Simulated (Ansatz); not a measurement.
# How methods differ on AlH2O (SMILES [O][AlH2])

AlH2O has 4 atoms, charge 0, and is taken as a doublet. SMILES: `[O][AlH2]`. The shape is that of a PBE0-D4/def2-TZVP optimisation.

```xyz
4

O     0.0626   -0.8563    1.4014
Al    0.0113    0.0299   -0.0804
H    -1.1496   -0.3608   -1.0760
H     1.1311    1.1268   -0.2653
```

Quantity: the energy change with the Al2–H3 bond stretched from 1.578 to 3.946 Å, in eV. The values are calculated.

```
           level                    kind  program  value (eV)  less FCI/STO-3G  CPU time (all runs)
      UHF/STO-3G            Hartree–Fock   Ansatz        4.49            +0.36               0.41 s
   USVWN5/STO-3G                     LDA   Ansatz        4.64            +0.51                2.5 s
    UBLYP/STO-3G                     GGA   Ansatz        4.53            +0.40                4.6 s
U-r2SCAN0/STO-3G         hybrid meta-GGA   Ansatz        5.00            +0.87                 16 s
   UB3LYP/STO-3G           global hybrid   Ansatz        4.94            +0.81                9.8 s
   UHSE06/STO-3G  range-separated hybrid   Ansatz        4.88            +0.75                 11 s
  UB2PLYP/STO-3G           double hybrid   Ansatz        4.96            +0.83                7.6 s
     UMP2/STO-3G     perturbation theory   Ansatz        4.72            +0.59               0.55 s
 UCCSD(T)/STO-3G   coupled cluster or CI   Ansatz        4.21            +0.08               0.74 s
      FCI/STO-3G      exact in the basis   Ansatz        4.13             0.00                1.8 s
```

FCI/STO-3G is exact within its basis and frozen core, so for wave-function methods in that basis the difference is their error; functionals converge differently with the basis, so for them it is only a difference. The first shape isn't each level's own minimum. The values span 4.13 to 5.00 eV. Spin contamination of the reference (⟨S²⟩ at least 0.1 too high) touches UHF/STO-3G, UBLYP/STO-3G, U-r2SCAN0/STO-3G, UB3LYP/STO-3G, UHSE06/STO-3G, UB2PLYP/STO-3G, UMP2/STO-3G, UCCSD(T)/STO-3G. All rows use very small basis sets, so even the best lies far from the true value. CPU times are rough (shared hosts, several kinds of processor): they show what a rung costs within a factor of a few.

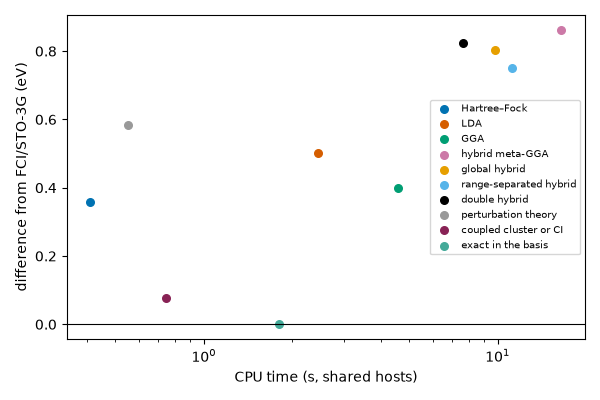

Difference from FCI/STO-3G against processor time, one point a level.
